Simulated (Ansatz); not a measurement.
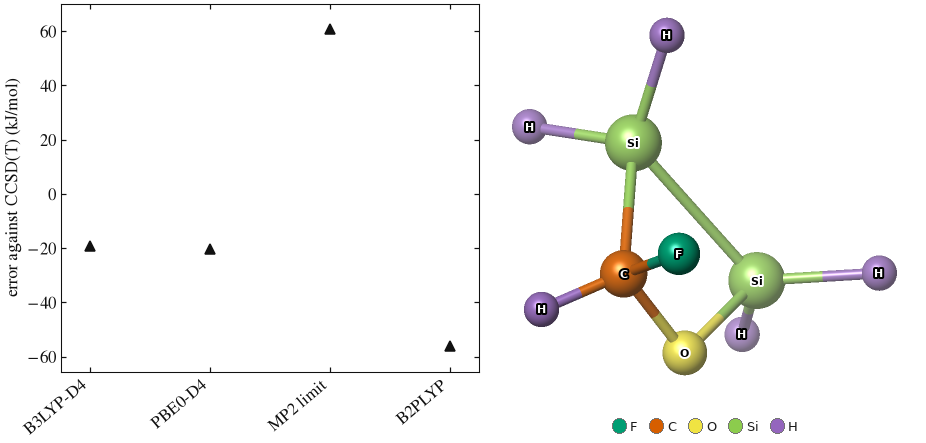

Error in the electronic atomisation energy (method less reference, so positive means overbinding) of CH₅FOSi₂, SMILES F[C@@H]1O[SiH2][SiH2]1: functionals in def2-TZVPP against frozen-core CCSD(T) at the limit (MP2 extrapolated from triple and quadruple zeta, plus CCSD(T) less MP2 in a smaller set), which gives 3458.8 kJ/mol, at a PBE0-D4/def2-TZVP geometry (no frequency check), no zero-point or spin-orbit term, the Ansatz code 0.2.0. The reference leaves out core correlation, a term that grows with the number of heavy atoms. B2PLYP holds a correlation term that converges slowly with the basis, so part of the distance to the limit is basis error. No dispersion term is added to B2PLYP. Limit means the basis limit.

Q: Which of these levels overbind, and which underbind?

A: Overbind: MP2 limit. Underbind: B2PLYP. Within 25 kJ/mol of zero, too close to call in view of what the reference leaves out: B3LYP-D4 and PBE0-D4.

Q: Give the values.

A:
```
    level  kJ/mol
 B3LYP-D4   −19.3
  PBE0-D4   −20.3
MP2 limit    60.7
   B2PLYP   −56.2
```
